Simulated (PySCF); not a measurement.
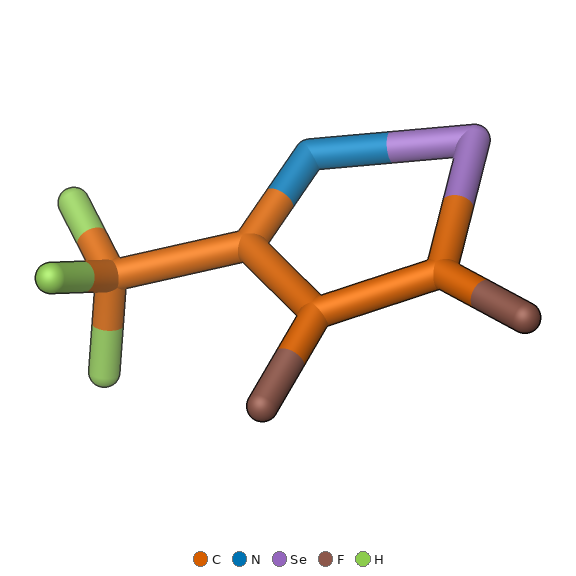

Computed geometry: PBE0-D3(BJ)/def2-SVP optimisation. No frequency run is at hand to confirm it as a minimum.

Give the structural formula.

SMILES: Cc1n[se]c(F)c1F

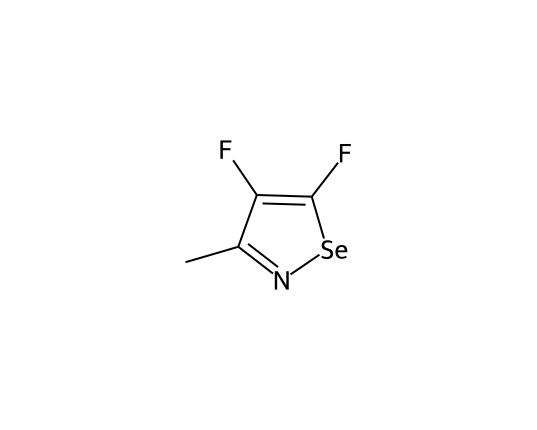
